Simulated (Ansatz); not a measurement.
Base system: CdSe in the wurtzite structure (space group P6_3mc, No. 186; a = 4.302 Å, c = 7.021 Å). Axes: x lies along a and z along c of the hexagonal cell.

The change: tensor shear ε_xy = −2.92 % (engineering shear γ = -0.0584); the atoms relax in the strained cell.

Calculations: Ansatz (an electronic-structure program), PBEsol, PAW, cutoff 420 eV, spin-orbit coupling left out, earlier PAW set.

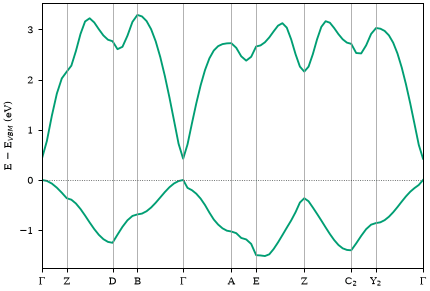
Highest valence and lowest conduction band along the path of the changed cell's own zone

### Question
Read the changed gap and its character from the plot.

### Answer
About 0.4 eV, direct at Γ.

Whether these cells are dynamically stable was not tested. Labels are those of the standard path for the cell's own space group.
